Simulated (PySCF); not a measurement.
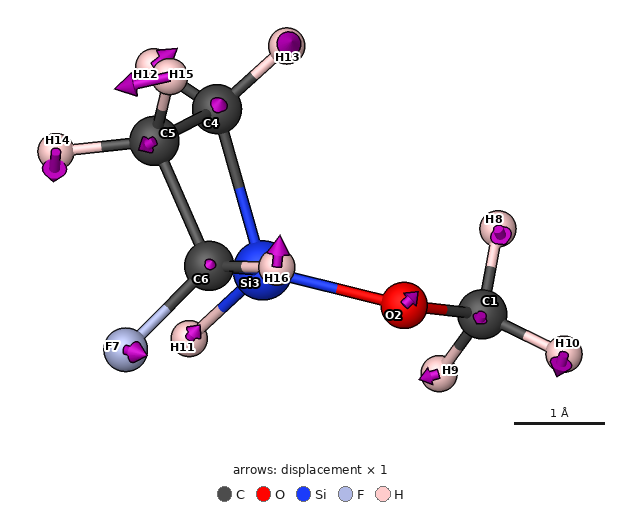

This is a relaxation of C$_{4}$H$_{9}$FOSi. The starting structure is drawn; purple arrows show the displacements, at their true length. The two geometries are superimposed by the best rigid fit.

The picture is a ball-and-stick view, seen from a free direction.

The start comes from GFN2-xTB. Its atoms were then displaced at random by about 0.01 Å.

Level of theory: PBE0-D3(BJ)/def2-SVP geometry optimisation, gas phase in PySCF 2.14.0, density-fitted response routines. 

Q: Which element moves most?

A: Hydrogen: up to 0.65 Å, against 0.32 Å for fluorine.

Q: Describe the change and its energy.

A: After 13 geometry steps the energy has fallen by 28.3 kJ/mol. The largest move after the best rigid fit is that of H15, 0.65 Å. Largest moves by element: H 0.65 Å, F 0.32 Å, Si 0.24 Å, C 0.24 Å, O 0.24 Å. Among the contacts that change: C1–H8 1.060 → 1.104 Å, O2–Si3 1.625 → 1.655 Å, C1–H10 1.071 → 1.101 Å, C1–O2 1.428 → 1.400 Å. Among the angles between lasting bonds that change: O2–Si3–C6 110.5° → 119.1°, Si3–C6–F7 117.2° → 123.3°, Si3–C6–H16 117.4° → 111.3°.
